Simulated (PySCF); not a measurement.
## What a change does: NMR shielding calculation on C₆H₁₅Cl₃SSi₂

System: C₆H₁₅Cl₃SSi₂, SMILES CCCCS[Si@@](C)(Cl)[Si](C)(Cl)Cl.
Method of run 1: GIAO PBE0/6-31G* NMR shielding, non-relativistic, gas phase (PySCF 2.14.0).

The geometry comes from this level: GFN2-xTB. Text and figures count atoms from 1; the logs count them from 0 in places.

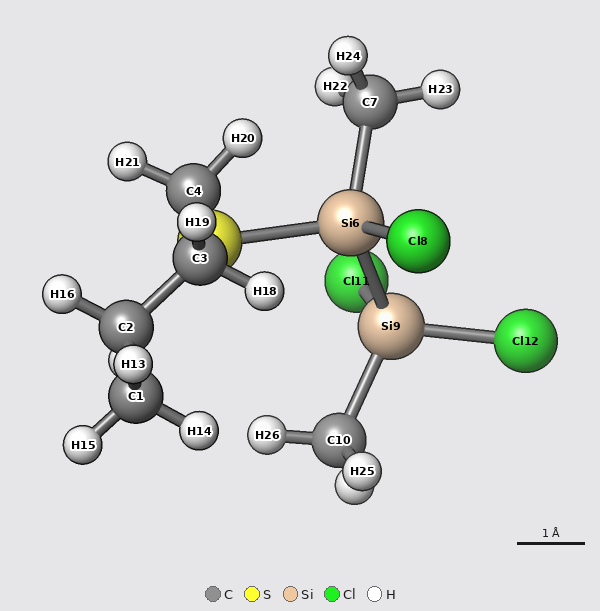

**Figure 1.** The input geometry (ball-and-stick view, seen at a tilt; atoms are numbered from 1 in the order of the input).

Input, run 1:
```
{"job": {"xc": "PBE0", "basis": "6-31G*", "kind": "nmr", "pop": true}, "charge": 0, "multiplicity": 1}
C      3.747901     1.148691     0.682184
C      2.887302     0.480951    -0.382081
C      2.139863    -0.727437     0.174459
C      1.237634    -1.376941    -0.861132
S     -0.123072    -0.266000    -1.391290
Si    -1.753277    -0.837515    -0.080933
C     -2.494802    -2.483478    -0.704146
Cl    -1.014808    -1.213583     1.785144
Si    -3.244651     0.944237    -0.071431
C     -2.406621     2.652558    -0.003134
Cl    -4.401730     0.863663    -1.738117
Cl    -4.500618     0.781028     1.522057
H      4.486846     0.450309     1.069641
H      3.132397     1.489622     1.511738
H      4.271165     2.006545     0.267061
H      3.517396     0.161864    -1.215402
H      2.161332     1.197446    -0.771317
H      1.541410    -0.421187     1.034294
H      2.858317    -1.476922     0.517879
H      0.791461    -2.292545    -0.478845
H      1.790745    -1.601129    -1.772572
H     -2.890144    -2.370470    -1.709903
H     -3.308490    -2.812020    -0.063108
H     -1.754742    -3.281156    -0.729324
H     -1.871547     2.792818     0.932105
H     -1.688762     2.757388    -0.812036
H     -3.130403     3.459685    -0.094139
```

The first line tells a small driver script what to run in PySCF; the rest is the geometry in Å.

Command:
```bash
OMP_NUM_THREADS=1 python <driver script> task.json out
```

Hardware: 1 CPU thread, shared host.

Output, shortened to warnings, some set-up lines, iterations and results (run 1):
```
coarse grid: 25560 points
[...]
cycle   1  E = -2594.4411825852  dE =  1.098e+00  |g| = 6.569e-01  |ddm| = 4.729e+00
cycle   2  E = -2594.3966928483  dE =  4.449e-02  |g| = 7.663e-01  |ddm| = 1.728e+00
cycle   3  E = -2594.5639193301  dE = -1.672e-01  |g| = 8.111e-02  |ddm| = 1.029e+00
cycle   4  E = -2594.5657834844  dE = -1.864e-03  |g| = 2.749e-02  |ddm| = 1.621e-01
cycle   5  E = -2594.5659839357  dE = -2.005e-04  |g| = 9.263e-03  |ddm| = 4.393e-02
cycle   6  E = -2594.5660067983  dE = -2.286e-05  |g| = 1.266e-03  |ddm| = 1.097e-02
cycle   7  E = -2594.5660071728  dE = -3.745e-07  |g| = 4.902e-04  |ddm| = 2.214e-03
cycle   8  E = -2594.4293773946  dE = -3.551e-05  |g| = 1.154e-02  |ddm| = 3.455e-02
cycle   9  E = -2594.4293614041  dE =  1.599e-05  |g| = 1.390e-02  |ddm| = 2.694e-02
cycle  10  E = -2594.4294138832  dE = -5.248e-05  |g| = 8.920e-04  |ddm| = 1.574e-02
cycle  11  E = -2594.4294141125  dE = -2.292e-07  |g| = 2.216e-04  |ddm| = 1.570e-03
cycle  12  E = -2594.4294141244  dE = -1.196e-08  |g| = 6.467e-05  |ddm| = 3.066e-04
cycle  13  E = -2594.4294141255  dE = -1.138e-09  |g| = 1.575e-05  |ddm| = 1.064e-04
cycle  14  E = -2594.4294141256  dE = -6.548e-11  |g| = 5.359e-06  |ddm| = 2.949e-05
converged SCF energy = -2594.4294141256

GIAO shielding tensors (ppm)
atom      isotropic    diamagn.    paramagn.     s11        s22        s33       span
  0 C      180.629     246.008     -65.379    170.614    174.954    196.319     25.705
  1 C      174.136     246.387     -72.252    160.371    177.878    184.157     23.786
  2 C      160.445     247.165     -86.720    151.678    153.151    176.506     24.828
  3 C      164.557     251.190     -86.634    142.618    170.182    180.870     38.253
  4 S      647.591    1061.323    -413.732    546.388    641.939    754.446    208.058
  5 Si     362.220     881.040    -518.821    323.025    374.153    389.481     66.456
  6 C      188.769     250.843     -62.074    173.475    190.351    202.479     29.004
  7 Cl     957.595    1151.835    -194.240    890.088    977.849   1004.849    114.761
  8 Si     361.353     874.797    -513.444    338.514    364.694    380.850     42.336
  9 C      186.840     252.985     -66.145    177.205    182.291    201.026     23.821
 10 Cl     905.688    1146.210    -240.522    797.220    941.713    978.132    180.912
 11 Cl     909.820    1146.021    -236.201    797.556    946.331    985.573    188.018
 12 H       31.447      29.444       2.003     27.088     29.420     37.835     10.747
 13 H       31.519      29.853       1.666     26.765     31.283     36.508      9.743
 14 H       31.188      28.818       2.370     26.538     28.394     38.632     12.094
 15 H       31.203      32.255      -1.051     25.695     31.041     36.875     11.180
 16 H       30.117      31.815      -1.698     24.038     31.353     34.960     10.922
 17 H       30.626      32.922      -2.296     24.123     31.175     36.581     12.458
 18 H       30.700      32.891      -2.191     25.457     29.965     36.679     11.222
 19 H       29.515      33.237      -3.722     23.682     30.831     34.030     10.348
 20 H       29.874      32.768      -2.894     23.564     28.695     37.363     13.800
 21 H       32.035      29.711       2.324     27.619     30.068     38.417     10.798
 22 H       31.903      28.704       3.199     27.527     29.850     38.333     10.806
 23 H       31.684      30.589       1.095     26.943     30.912     37.198     10.254
 24 H       31.899      31.662       0.237     28.113     30.158     37.425      9.312
 25 H       31.740      31.925      -0.184     26.948     31.180     37.094     10.146
 26 H       31.739      27.558       4.181     27.228     29.363     38.626     11.398
```

For run 2 the input was changed thus:
```diff
-"xc": "PBE0"
+"xc": "KT3"
+"grid": 1
-"pop": true
+"pop": false
```

What does this change do to the results?

The total energies belong to different methods, so their difference says nothing on which is more stable or more accurate. The HOMO goes from −6.95 to −5.80 eV. The LUMO goes from −0.79 to −1.57 eV. The dipole moment goes from 2.25 to 2.19 D. Of all shieldings, the largest change is that of S5, by −24.2 ppm. The functional changes from PBE0 to KT3. The SCF takes 11 iterations against 14.

Output (run 2):
```
final grid: 106248 points
cycle   1  E = -2615.9156642500  dE =  8.867e-01  |g| = 8.301e-01  |ddm| = 4.864e+00
cycle   2  E = -2615.6723257814  dE =  2.433e-01  |g| = 1.227e+00  |ddm| = 2.622e+00
cycle   3  E = -2616.1105513859  dE = -4.382e-01  |g| = 1.743e-01  |ddm| = 1.754e+00
cycle   4  E = -2616.1201504456  dE = -9.599e-03  |g| = 4.620e-02  |ddm| = 3.505e-01
cycle   5  E = -2616.1207165672  dE = -5.661e-04  |g| = 1.641e-02  |ddm| = 8.049e-02
cycle   6  E = -2616.1207915877  dE = -7.502e-05  |g| = 3.199e-03  |ddm| = 2.253e-02
cycle   7  E = -2616.1207940622  dE = -2.474e-06  |g| = 1.090e-03  |ddm| = 5.404e-03
cycle   8  E = -2616.1207944341  dE = -3.719e-07  |g| = 1.798e-04  |ddm| = 2.033e-03
cycle   9  E = -2616.1207944426  dE = -8.454e-09  |g| = 6.558e-05  |ddm| = 3.282e-04
cycle  10  E = -2616.1207944438  dE = -1.232e-09  |g| = 1.634e-05  |ddm| = 1.188e-04
cycle  11  E = -2616.1207944439  dE = -6.730e-11  |g| = 7.467e-06  |ddm| = 3.980e-05
converged SCF energy = -2616.1207944439

GIAO shielding tensors (ppm)
atom      isotropic    diamagn.    paramagn.     s11        s22        s33       span
  0 C      176.568     247.010     -70.442    166.543    170.527    192.633     26.089
  1 C      169.364     247.518     -78.154    155.539    173.191    179.361     23.822
  2 C      156.348     248.695     -92.347    147.066    149.745    172.234     25.168
  3 C      159.339     252.568     -93.229    136.146    165.310    176.561     40.415
  4 S      623.436    1062.939    -439.504    527.184    616.958    726.165    198.981
  5 Si     371.491     882.744    -511.253    329.631    386.936    397.905     68.274
  6 C      185.264     251.555     -66.291    170.542    186.387    198.862     28.321
  7 Cl     939.431    1153.451    -214.020    873.785    960.109    984.399    110.614
  8 Si     369.062     876.598    -507.537    344.357    374.428    388.400     44.043
  9 C      183.335     253.601     -70.266    174.113    178.420    197.473     23.360
 10 Cl     889.866    1147.353    -257.487    782.625    923.014    963.958    181.333
 11 Cl     894.595    1147.155    -252.560    783.577    928.242    971.966    188.390
 12 H       31.596      29.648       1.948     27.518     29.610     37.661     10.143
 13 H       31.677      30.666       1.012     27.231     31.434     36.366      9.135
 14 H       31.316      29.002       2.314     26.942     28.652     38.355     11.412
 15 H       31.331      32.439      -1.108     26.123     31.206     36.662     10.539
 16 H       30.239      32.706      -2.467     24.469     31.373     34.875     10.406
 17 H       30.735      33.938      -3.203     24.493     31.213     36.499     12.007
 18 H       30.801      33.192      -2.391     25.866     30.074     36.463     10.597
 19 H       29.505      33.833      -4.327     23.893     30.778     33.844      9.951
 20 H       29.957      33.135      -3.178     23.784     28.938     37.149     13.365
 21 H       32.148      30.122       2.026     27.916     30.341     38.187     10.271
 22 H       32.015      29.001       3.013     27.848     30.094     38.103     10.255
 23 H       31.834      31.095       0.740     27.358     31.087     37.058      9.699
 24 H       32.020      32.378      -0.358     28.413     30.400     37.246      8.833
 25 H       31.868      32.668      -0.800     27.260     31.406     36.938      9.678
 26 H       31.909      27.694       4.215     27.668     29.645     38.414     10.746
```

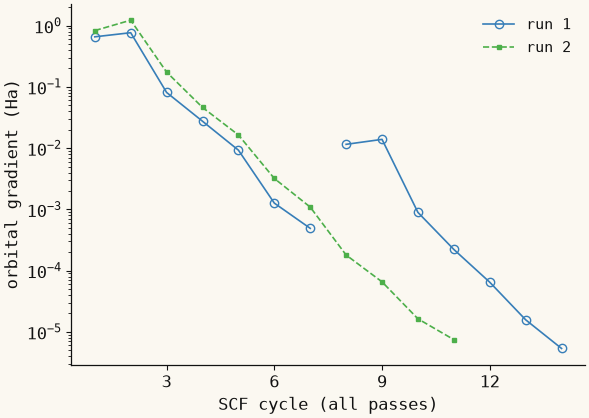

**Figure 2.** Convergence of the two runs: orbital gradient against the SCF cycle. A break in a curve parts two SCF passes (coarse and final grid). Run 1 takes 14 cycles in all, and run 2 takes 11.

The two runs side by side:

```csv
quantity,run 1,run 2
outcome,converged,converged
total energy (hartree),−2594.429414,−2616.120794
HOMO (eV),−6.95,−5.80
LUMO (eV),−0.79,−1.57
dipole moment (D),2.25,2.19
shielding of C4 (ppm),164.6,159.3
shielding of S5 (ppm),647.6,623.4
shielding of Si6 (ppm),362.2,371.5
shielding of Cl8 (ppm),957.6,939.4
shielding of Si9 (ppm),361.4,369.1
shielding of Cl11 (ppm),905.7,889.9
shielding of Cl12 (ppm),909.8,894.6
SCF iterations,14,11
basis functions,222,222
wall time (shared host),2.9 min,2 min
```
